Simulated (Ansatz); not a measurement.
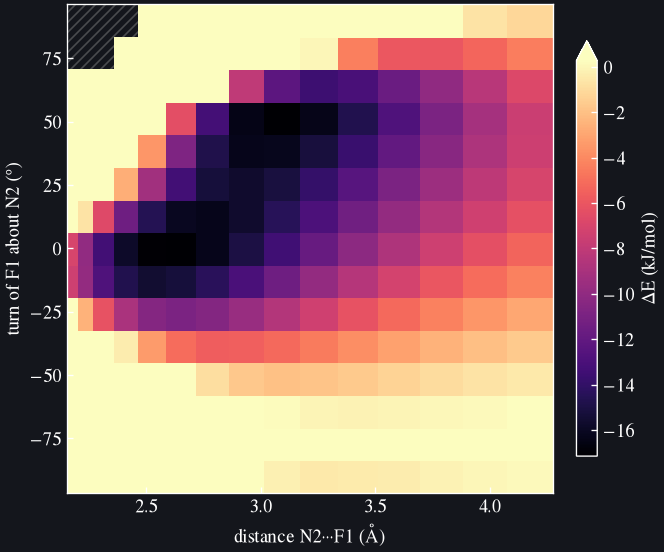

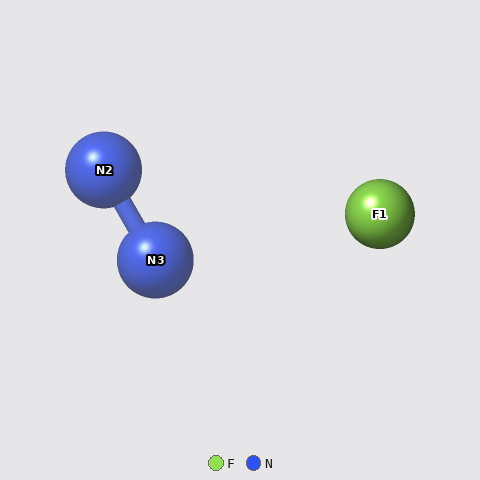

Energy landscape of the pair F···N₂, charge −1. 
- The turn is about an axis along (−0.98, 0.18, 0.00) in the frame of the relaxed pair, normal to the line between the partners.
- First axis: distance N2···F1. Second axis: turn of F1 about N2.
- The grid has 15 × 15 points. At 7 points there is no value.
- All energies are given in kJ/mol relative to the ion and the molecule far apart, frozen as in the relaxed pair, each in its own basis (no counterpoise correction).
- The calculation used RKS B3LYP-D4/def2-TZVPD (Ansatz).

Drawn: one coloured cell a grid point, one colour for all values above the top of the scale, hatched blanks where no value was computed. The second picture is the structure at the lowest point.

Q: What does the map say about the system?

A: The lowest grid point is at distance N2···F1 = 3.090 Å, turn of F1 about N2 = 51.4°, −17.2 kJ/mol from the ion and the molecule far apart, frozen as in the relaxed pair, each in its own basis (no counterpoise correction). Other grid points that lie below all their neighbours: distance N2···F1 = 2.650 Å, turn of F1 about N2 = 0.0° (0.037 kJ/mol higher). The highest grid point, distance N2···F1 = 2.523 Å, turn of F1 about N2 = 90.0°, lies 377.8 kJ/mol above the lowest.

Each point was launched as `ansatz run input.yaml --threads 1 --pin off --max-ram 2560MiB --backend cpu --events-out ev --progress --plain --runs-dir out`. The whole map (218 points run) took 4.9 min on 1 thread of Intel(R) Xeon(R) Platinum 8488C (Sapphire Rapids), with other jobs on the host.
